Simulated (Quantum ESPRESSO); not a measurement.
# Fe3PO7 (Grattarolaite): which magnetic order is lowest, part 2 of 2

A self-consistent run ends on one state, which hangs on the start. Several orders of Fe3PO7 (Grattarolaite) are started in Quantum ESPRESSO and their energies compared.

Quantum ESPRESSO 7.5; PBEsol; plane waves with GBRV 1.5 PBEsol potentials, no spin-orbit coupling.

So far, absolute magnetization (μB): step 2 (run 1, typed as ferro +++) 15.0.

## (3) Run 2 (ferri ++−)

Contents of pw.in:

```
&CONTROL
  calculation = 'scf'
  prefix = 'pwscf'
  outdir = './tmp'
  pseudo_dir = './pseudo'
  disk_io = 'nowf'
/
&SYSTEM
  ibrav = 0
  celldm(1) = 8
  nat = 11
  ntyp = 4
  ecutwfc = 40
  ecutrho = 280
  nbnd = 64
  occupations = 'smearing'
  smearing = 'fd'
  degauss = 0.00367493
  nspin = 2
  starting_magnetization(1) = 0.25
  starting_magnetization(2) = -0.25
  starting_magnetization(3) = 0
  starting_magnetization(4) = 0
/
&ELECTRONS
  conv_thr = 2.2d-08
  electron_maxstep = 150
  mixing_beta = 0.3
/
ATOMIC_SPECIES
Fe1    55.8450 fe_pbesol_v1.5.uspp.F.UPF
Fe2    55.8450 fe_pbesol_v1.5.uspp.F.UPF
P      30.9738 p_pbesol_v1.5.uspp.F.UPF
O      15.9990 o_pbesol_v1.2.uspp.F.UPF
CELL_PARAMETERS alat
   0.9455717096096    0.5459260810892    0.5403829330623
  -0.9455717096096    0.5459260810892    0.5403829330623
   0.0000000000000   -1.0918521621548    0.5403829330623
ATOMIC_POSITIONS crystal
Fe1     0.5395000000    0.1485000000    0.5395000000
Fe1     0.5395000000    0.5395000000    0.1485000000
Fe2     0.1485000000    0.5395000000    0.5395000000
P       0.0000000000    0.0000000000    0.0000000000
O       0.2289000000    0.2289000000    0.2289000000
O       0.3895000000    0.7668000000    0.3895000000
O       0.3895000000    0.3895000000    0.7668000000
O       0.7668000000    0.3895000000    0.3895000000
O       0.8330000000    0.1440000000    0.8330000000
O       0.8330000000    0.8330000000    0.1440000000
O       0.1440000000    0.8330000000    0.8330000000
K_POINTS automatic
4 4 4 0 0 0
```

On the command line:

```sh
$ OMP_NUM_THREADS=1 mpirun -n 4 pw.x -nk 4 -in pw.in > pw.out
```

Log:

```text
[banner, memory and clock lines left out]
Program PWSCF v.7.5 starts

     Message from routine setup:
     using ibrav=0 with symmetry is DISCOURAGED, use correct ibrav instead

     bravais-lattice index     =            0
     lattice parameter (alat)  =       8.0000  a.u.
     unit-cell volume          =     856.9414 (a.u.)^3
     number of atoms/cell      =           11
     number of atomic types    =            4
     number of electrons       =        95.00
     number of Kohn-Sham states=           64
     kinetic-energy cutoff     =      40.0000  Ry
     charge density cutoff     =     280.0000  Ry
     scf convergence threshold =      2.2E-08
     mixing beta               =       0.3000
     number of iterations used =            8  plain     mixing
     Exchange-correlation= SLA  PW   PSX  PSC
                           (   1   4  10   8   0   0   0)

     celldm(1)=   8.000000  celldm(2)=   0.000000  celldm(3)=   0.000000
     celldm(4)=   0.000000  celldm(5)=   0.000000  celldm(6)=   0.000000

     crystal axes: (cart. coord. in units of alat)
               a(1) = (   0.945572   0.545926   0.540383 )
               a(2) = (  -0.945572   0.545926   0.540383 )
               a(3) = (   0.000000  -1.091852   0.540383 )

     reciprocal axes: (cart. coord. in units 2 pi/alat)
               b(1) = (  0.528781  0.305292  0.616847 )
               b(2) = ( -0.528781  0.305292  0.616847 )
               b(3) = ( -0.000000 -0.610583  0.616847 )

     PseudoPot. # 1 for Fe read from file:
     fe_pbesol_v1.5.uspp.F.UPF
     Pseudo is Ultrasoft + core correction, Zval = 16.0

     PseudoPot. # 2 for Fe read from file:
     fe_pbesol_v1.5.uspp.F.UPF
     Pseudo is Ultrasoft + core correction, Zval = 16.0

     PseudoPot. # 3 for P  read from file:
     p_pbesol_v1.5.uspp.F.UPF
     Pseudo is Ultrasoft + core correction, Zval =  5.0

     PseudoPot. # 4 for O  read from file:
     o_pbesol_v1.2.uspp.F.UPF
     Pseudo is Ultrasoft + core correction, Zval =  6.0

     atomic species   valence    mass     pseudopotential
     Fe1              16.00    55.84500     Fe( 1.00)
     Fe2              16.00    55.84500     Fe( 1.00)
     P                 5.00    30.97380     P ( 1.00)
     O                 6.00    15.99900     O ( 1.00)

     Starting magnetic structure
     atomic species   magnetization
     Fe1             0.250
     Fe2            -0.250
     P               0.000
     O               0.000

      2 Sym. Ops. (no inversion) found

   Cartesian axes

     site n.     atom                  positions (alat units)
         1        Fe1    tau(   1) = (   0.3697185  -0.2134571   0.6633201  )
         2        Fe1    tau(   2) = (   0.0000000   0.4269142   0.6633201  )
         3        Fe2    tau(   3) = (  -0.3697185  -0.2134571   0.6633201  )
         4        P      tau(   4) = (   0.0000000   0.0000000   0.0000000  )
         5        O      tau(   5) = (  -0.0000000   0.0000000   0.3710810  )
         6        O      tau(   6) = (  -0.3567642   0.2059779   0.8353239  )
         7        O      tau(   7) = (  -0.0000000  -0.4119558   0.8353239  )
         8        O      tau(   8) = (   0.3567642   0.2059779   0.8353239  )
         9        O      tau(   9) = (   0.6514989  -0.3761431   0.9780931  )
        10        O      tau(  10) = (   0.0000000   0.7522861   0.9780931  )
        11        O      tau(  11) = (  -0.6514989  -0.3761431   0.9780931  )

     number of k points=    24  Fermi-Dirac smearing, width (Ry)=  0.0037
                       cart. coord. in units 2pi/alat
        k(    1) = (   0.0000000   0.0000000   0.0000000), wk =   0.0156250
        k(    2) = (  -0.0000000  -0.1526458   0.1542116), wk =   0.0625000
        k(    3) = (   0.0000000   0.3052916  -0.3084233), wk =   0.0312500
        k(    4) = (  -0.1321952  -0.0763229   0.3084233), wk =   0.0312500
        k(    5) = (  -0.1321952   0.3816145  -0.1542116), wk =   0.0625000
        [... 19 further k-points ...]

     Dense  grid:    67667 G-vectors     FFT dimensions: (  54,  54,  54)

     Smooth grid:    29297 G-vectors     FFT dimensions: (  40,  40,  40)

     Check: negative core charge=   -0.000028
     Generating pointlists ...
     new r_m :   0.1843 (alat units)  1.4747 (a.u.) for type    1
     new r_m :   0.1843 (alat units)  1.4747 (a.u.) for type    2
     new r_m :   0.1463 (alat units)  1.1707 (a.u.) for type    3
     new r_m :   0.1463 (alat units)  1.1707 (a.u.) for type    4

     Initial potential from superposition of free atoms

     starting charge      91.9998, renormalised to      95.0000
     Starting wfcs are   71 randomized atomic wfcs

     Self-consistent Calculation

     iteration #  1     ecut=    40.00 Ry     beta= 0.30
     Davidson diagonalization with overlap
     ethr =  1.00E-02,  avg # of iterations =  4.9

     total energy              =    -991.46379431 Ry
     estimated scf accuracy    <       2.06343696 Ry

     total magnetization       =     5.00 Bohr mag/cell
     absolute magnetization    =    13.62 Bohr mag/cell

     iteration #  2     ecut=    40.00 Ry     beta= 0.30
     Davidson diagonalization with overlap
     ethr =  2.17E-03,  avg # of iterations =  2.0

     total energy              =    -991.72323834 Ry
     estimated scf accuracy    <       1.04013520 Ry

     total magnetization       =     4.40 Bohr mag/cell
     absolute magnetization    =    11.04 Bohr mag/cell

     [... further iterations left out ...]

     iteration # 13     ecut=    40.00 Ry     beta= 0.30
     Davidson diagonalization with overlap
     ethr =  1.59E-10,  avg # of iterations =  2.0

     total energy              =    -991.92310613 Ry
     estimated scf accuracy    <       0.00000004 Ry

     total magnetization       =     5.00 Bohr mag/cell
     absolute magnetization    =    12.90 Bohr mag/cell

     iteration # 14     ecut=    40.00 Ry     beta= 0.30
     Davidson diagonalization with overlap
     ethr =  4.06E-11,  avg # of iterations =  2.0

     Magnetic moment per site  (integrated on atomic sphere of radius R)
     atom   1 (R=0.184)  charge= 12.7916  magn=  3.5658
     atom   2 (R=0.184)  charge= 12.7916  magn=  3.5658
     atom   3 (R=0.184)  charge= 12.8042  magn= -3.4237
     atom   4 (R=0.146)  charge=  0.8136  magn=  0.0053
     atom   5 (R=0.146)  charge=  4.1259  magn=  0.0625
     atom   6 (R=0.146)  charge=  4.0332  magn=  0.1223
     atom   7 (R=0.146)  charge=  4.0332  magn=  0.1223
     atom   8 (R=0.146)  charge=  4.0312  magn=  0.1309
     atom   9 (R=0.146)  charge=  4.1498  magn=  0.1133
     atom  10 (R=0.146)  charge=  4.1498  magn=  0.1133
     atom  11 (R=0.146)  charge=  4.1499  magn= -0.0717

     End of self-consistent calculation

     [... lines left out ...]
     the Fermi energy is     7.7071 ev

!    total energy              =    -991.92310617 Ry
     estimated scf accuracy    <          7.1E-09 Ry
     smearing contrib. (-TS)   =      -0.00004400 Ry
     internal energy E=F+TS    =    -991.92306217 Ry

     The total energy is F=E-TS. E is the sum of the following terms:
     one-electron contribution =    -652.94565507 Ry
     hartree contribution      =     366.42553037 Ry
     xc contribution           =    -143.48402291 Ry
     ewald contribution        =    -561.91891455 Ry

     total magnetization       =     5.00 Bohr mag/cell
     absolute magnetization    =    12.90 Bohr mag/cell

     convergence has been achieved in  14 iterations
```

Elapsed: 45 s, on 4 MPI ranks of AMD EPYC 9R14 (Zen 4), shared host; peak memory 0.91 GiB.

Spin moment in the atom's sphere by atom:

```
atom  spin moment in the atom's sphere (μB)
 Fe1                                   3.57
 Fe2                                   3.57
 Fe3                                  -3.42
  P4                                   0.01
  O5                                   0.06
  O6                                   0.12
  O7                                   0.12
  O8                                   0.13
  O9                                   0.11
 O10                                   0.11
 O11                                  -0.07
```

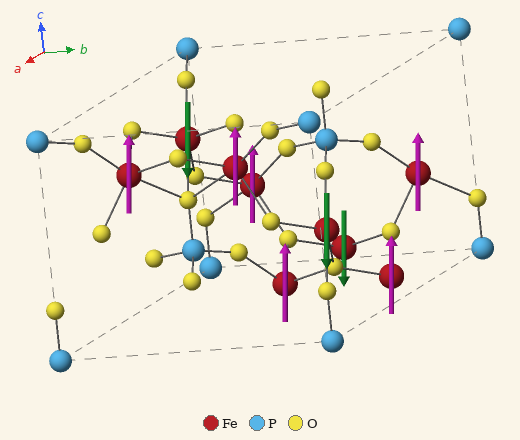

Spin moment in the atom's sphere as arrows, the longest 3.57 μB. Up and down stand for the sign. Arrows give size and sign along the axis of quantisation, drawn up and down the page. The two directions have two colours. Bonds to atoms that aren't drawn are left out. Some periodic images of atoms are drawn too.

This step gave:

```
smearing term TS       : 5.99e-4 eV
magnetization          : 4.998 μB
absolute magnetization : 12.90 μB
final state            : ferrimagnetic
```

## (4) The states side by side

An order is kept where moments of 0.15 μB or more survive with the typed signs; meshes match where a doubled cell samples the same k points as the first cell.

Ferrimagnetic means that a moment over 0.15 μB on a transition or rare-earth metal, induced ones included, opposes the net moment. Orders:

```
    start    final state  typed order kept  energy over the lowest (meV a seeded atom)  largest site moment (μB)  net moment (μB a cell of the first run)  mesh matched  CPU time (s)
ferro +++  ferromagnetic               yes                                       341.6                     3.703                                    14.95           yes           120
ferri ++-  ferrimagnetic               yes                                           0                     3.566                                    4.998           yes         179.6
```

## (5) Summary of results

```yaml
lowest_state_found: ferrimagnetic (from ferri ++-)
largest_site_moment: 3.57 μB
next_state_with_moments: ferromagnetic, 342 meV a seeded atom higher
```

What this shows: Only these 2 starts were compared; other wavevectors, canted and longer-period orders were not. A computed site moment is spin alone and hangs on the region that is counted: the program's spheres do not touch and miss the tail of the moment. Measured moments hold any orbital part as well, and belong to the order of the sample, which need not be the order of this run. No Hubbard term acts here. In such compounds local and semilocal functionals without one often delocalise the d electrons, and can shrink or lose moments and miss the size, sign and order of the couplings.

Comparison with the measured values:

| quantity | measured | in the sphere |
| --- | --- | --- |
| moment (Fe) (μB) | 4.3 | 3.57 (-17.1 %) |

Measured values from arxiv:1910.08818 (2019).

Verdict: The moment is off by -17.1 %. No cell relaxation is part of this session.

[Logs and program files are shortened in this print: banners, set-up blocks, solver, clock and traceback lines can be left out without a mark of their own.]

[Logs are printed without paths, hosts, clocks, repeated set-up lines and the standing remarks that a program may print on its own settings, such as how far it seeks lower states.]

[Hosts, paths, dates, database ids (printed as entryN), source tags and the programs' standing remarks are cut or masked in the printed files.]

[Where a cell is said to come from a database of computed structures, the database is the Materials Project.]
